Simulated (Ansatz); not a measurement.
## Electronic structure of ClFHSi$_{3}$ (doublet) in real space

The calculation's input:

```
crystal:
  periodic: [false, false, false]
  atoms:
    - symbol: Cl
      position_ang: [-2.989984, -0.162341, 1.798967]
    - symbol: F
      position_ang: [-1.244600, -0.907612, -0.536346]
    - symbol: Si
      position_ang: [-1.326067, 0.366182, 0.492382]
    - symbol: Si
      position_ang: [-1.278032, 2.467489, -0.649047]
    - symbol: Si
      position_ang: [-3.170436, 2.123036, 0.387120]
    - symbol: H
      position_ang: [-0.141584, 0.229609, 1.402921]
basis:
  gaussian:
    orbitals: def2-TZVPD
magnetization:
  spin_polarized: true
  initial_magnetization: 1
hamiltonian:
  xc: {name: PBE0}
output: {forces: true, orbitals: {seedname: orbitals}}
```

Run with:

```sh
ansatz run input.yaml --threads 2 --pin off --max-ram 4350MiB --events-out events.jsonl --progress --plain --runs-dir runs
```

Geometry: PBE-D3(BJ)/def2-SVP.

Level of theory: isolated molecule in a Gaussian basis; Kohn-Sham density functional theory, functional PBE0 in Ansatz.

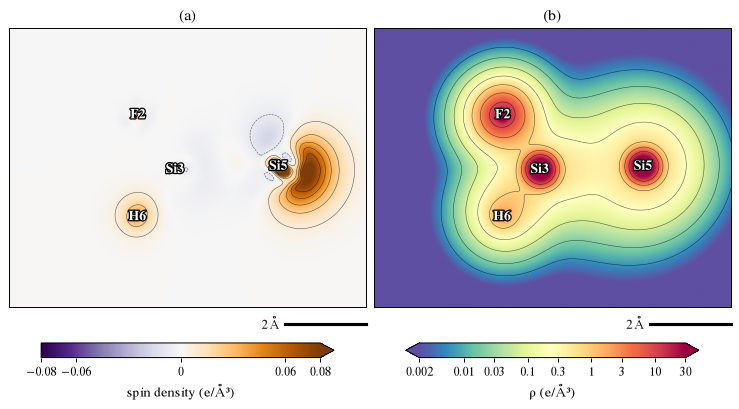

Figure 1. (a) spin density; (b) electron density on the plane of atoms F2, Si3 and H6.

What do the fields say about this system?

- The plane passes through F, Si and H nuclei.
- Si–F (1.64 Å): the density is about 1.1 e/Å³ at the midpoint.
- Si–H (1.50 Å): the density is about 0.83 e/Å³ at the midpoint.
- The unpaired spin (1 electron) lies mostly on Si5 (about 0.5) and Si4 (about 0.4), in electrons by Hirshfeld's partition.

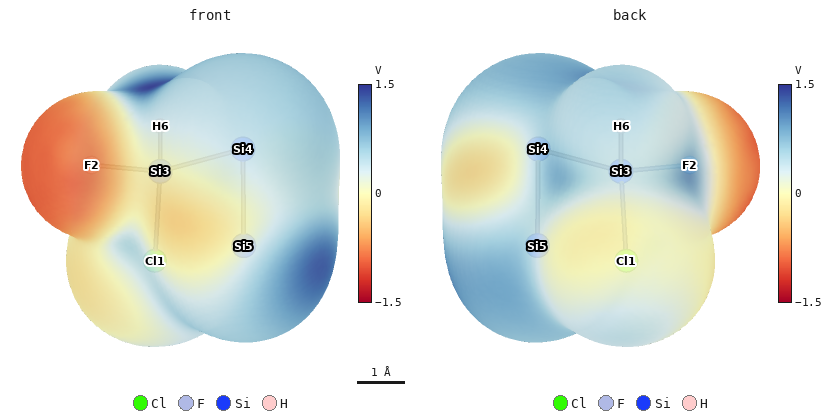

Figure 2. The molecular electrostatic potential painted on the density surface at 0.002 e/bohr³, seen from the front and from behind; red is negative and blue positive.

Describe the electrostatic potential map.

The most negative region (about −0.9 V) lies over F2, the most positive (about +1.3 V) over Si3 and Si5.

What dipole moment does the calculation give?

Its dipole moment is 1.76 D.

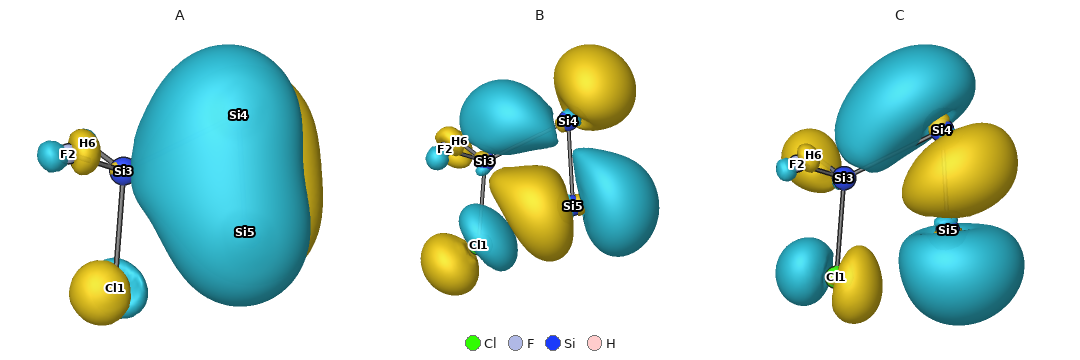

Figure 3. Three frontier orbitals at ±0.08 Å⁻³ᐟ² (yellow and cyan are the two phases), in no order.

Order the three orbitals by energy and name them. All are α orbitals.

C is the HOMO−1 (α) (−6.90 eV). By Hirshfeld shares it lies mainly on Si5 (about 45 %), Si4 (about 35 %), Si3 (about 10 %) and Cl1 (about 10 %). A is the HOMO (α) (−6.60 eV). Its weight (Hirshfeld) is mainly on Si5 (about 45 %), Si4 (about 40 %) and Si3 (about 10 %); π-bonding across Si5–Si4. B is the LUMO (α) (−2.60 eV). It lies mainly on Si5 (about 40 %), Si4 (about 25 %), Si3 (about 15 %) and Cl1 (about 15 %); π-antibonding (π*) across Si5–Si4.

What is the gap between the highest occupied and lowest empty α orbitals?

4.00 eV between the orbital energies.
